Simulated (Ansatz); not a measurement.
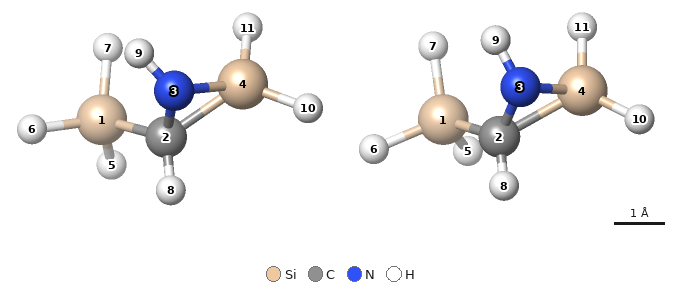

Two geometries of CH$_{7}$NSi$_{2}$ (coarse preliminary run), drawn at one scale. One is the start of a relaxation, the other its converged end. Style: ball-and-stick. Shown at a tilt.

Theory: RKS PBE-D4/def2-SVP in Ansatz 0.2.0. Set-up: force threshold 0.03 eV/Å; at most 200 steps.

Q: Which geometry has the lower energy?

A: The left one is the relaxed one. The start comes from a force field. Over 7 accepted moves (9 points after the start) the energy falls by 0.887 eV. The largest force component goes from 4 to 0.016 eV/Å. The line search rejected the trial steps at points 3, 7 of the run. The largest move after the best rigid fit is that of H9, 0.50 Å. Largest moves by element: H 0.50 Å, Si 0.24 Å, N 0.20 Å, C 0.19 Å. Some distances before and after: C2–N3 1.418 → 1.508 Å, Si4–H11 1.411 → 1.497 Å, Si1–C2 1.804 → 1.884 Å, C2–H8 1.038 → 1.109 Å. Bond angles that change, for instance: N3–Si4–H11 105.2° → 120.9°, Si4–N3–H9 108.8° → 120.9°, N3–Si4–H10 104.5° → 116.0°. Groups turn about Si1–C2 by about 30°. Cost: 15 s on 2 threads of AMD EPYC 7B13 (shared host).
